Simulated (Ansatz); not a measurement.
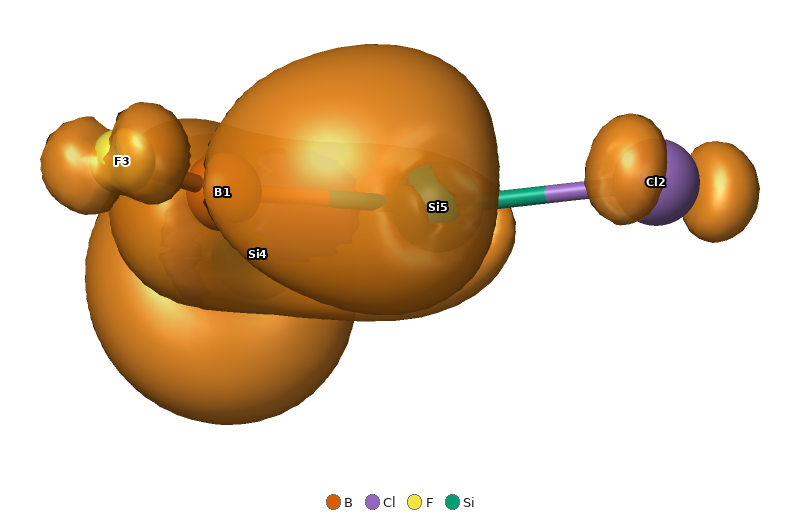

*BClFSi₂ (SMILES FB1[Si]=[Si]1Cl) (doublet). Isosurfaces of the spin density at +0.015 (orange) and −0.015 e/Å³ (purple), seen from one side.*

Geometry: BLYP-D3(BJ)/def2-SVP.

These are results of isolated molecule in a Gaussian basis; Kohn-Sham density functional theory, functional PBE0 in Ansatz, not measurements.

```xyz
5

B    -0.0518   -0.2785   -0.2571
Cl    1.9422    2.3903    1.7061
F    -0.1914   -1.5588    0.0334
Si   -0.5035    1.2146   -1.5224
Si    0.7460    1.4472    0.2709
```

Describe the spin distribution.

Answer. The unpaired spin (1 electron) lies mostly on Si4 (about 0.4), Si5 (about 0.3) and B1 (about 0.2), in electrons by Hirshfeld's partition.
